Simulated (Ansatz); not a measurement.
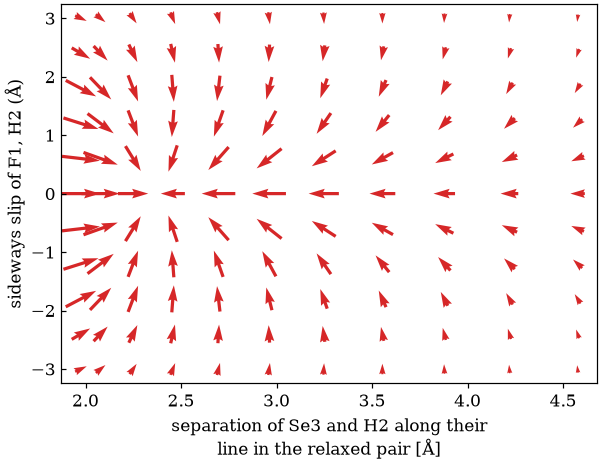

The pair FH···H₂Se. The first coordinate is: separation of Se3 and H2 along their line in the relaxed pair; the second: sideways slip of F1, H2. Nothing is relaxed (both partners rigid). The scan uses an 11 × 11 grid. Points are written as (first, second). All numbers below come from RKS PBE0-D4/def2-TZVPD in Ansatz 0.2.0.

Drawn: arrows along the force (downhill), their lengths compressed.

> The arrows alone are given. Where is the energy lowest?

The arrows converge at about (2.353 Å, 0.0 Å) (read from the interpolated surface).

The energy map of the same scan:

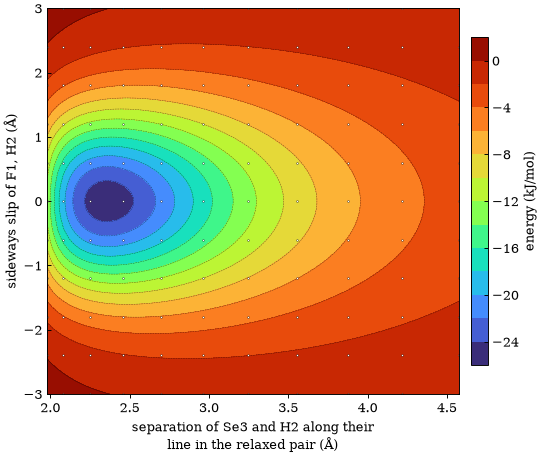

Energies are in kJ/mol, from the two partners far apart, frozen as in the relaxed pair, each in its own basis (no counterpoise correction); between grid points the surface is interpolated.
